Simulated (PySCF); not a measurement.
# C4H9B2Cl: electronic excitations

Aim: predict the electronic excitations of C4H9B2Cl (`BC[C@@H]1[C@@H](B)[C@H]1Cl`).

Computed with PySCF 2.14.0, with density-fitted response routines of our own, on a single molecule in the gas phase. Atoms count from 0, in the outputs and in this text.

**1. Starting geometry**

16 atoms, charge 0, multiplicity 1; geometry from: GFN2-xTB.

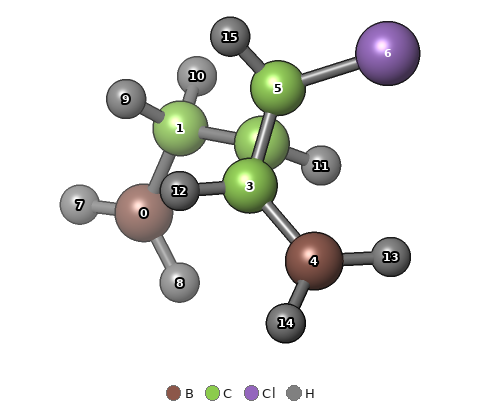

The starting geometry (boron brown, carbon green, chlorine purple, hydrogen grey), atoms numbered.

**2. Ultraviolet spectrum: CAM-B3LYP/def2-SVPD**

What the job is given:

```
{"job": {"kind": "uv", "xc": "CAM-B3LYP", "basis": "def2-SVPD", "nstates": 8, "ntriplets": 3}, "charge": 0, "multiplicity": 1}
B      1.947068     0.356387    -1.466589
C      0.970680     1.111165    -0.493587
C      0.207147     0.252441     0.488579
C     -1.042800    -0.504830     0.020779
B     -1.216571    -1.978636     0.428865
C     -1.120210     0.659288     0.995479
Cl    -1.540818     0.387226     2.678101
H      2.536693     0.977646    -2.261907
H      2.091586    -0.800679    -1.399985
H      0.264040     1.709354    -1.077798
H      1.552046     1.848793     0.072535
H      0.837216    -0.288332     1.183495
H     -1.366538    -0.215043    -0.975095
H     -0.929603    -2.332575     1.504813
H     -1.621497    -2.748673    -0.351507
H     -1.576038     1.575412     0.642412
```

Level: TDDFT CAM-B3LYP/def2-SVPD, vertical, gas phase, core orbitals frozen in the response.

The run is started by

```
> OMP_NUM_THREADS=1 python probes_run.py task.json out
```

The driver reads the jobs from task.json and runs them one after another.

What will the session give for the following? lowest singlet (CAM-B3LYP/def2-SVPD); brightest single state of those computed; lowest triplet; surface potential, least and greatest. Wanted: lowest singlet; brightest single state of those computed; lowest triplet; surface potential, least and greatest.

As calculated:

| quantity | value |
| --- | --- |
| lowest singlet (CAM-B3LYP/def2-SVPD) | 5.41 eV (229 nm), f = 0.005 |
| brightest single state of those computed | state 5, 6.23 eV, f = 0.055 |
| lowest triplet | 4.98 eV |
| surface potential, least and greatest | -0.71 V and 1.77 V |

The first singlet state (HOMO→LUMO 0.64, HOMO−6→LUMO 0.09) lies at 5.41 eV and is weak; of the 8 states computed, the strongest absorption comes from state 5 at 6.23 eV. The lowest triplet lies 0.43 eV below the lowest singlet (triplets in Tamm-Dancoff, singlets in full TDDFT). At CAM-B3LYP/def2-SVPD, counted by nearest atom on the grid, the HOMO lies on Cl6 41 %; C5 17 %, the LUMO on B0 46 %; H7, H8 about 16 % each.
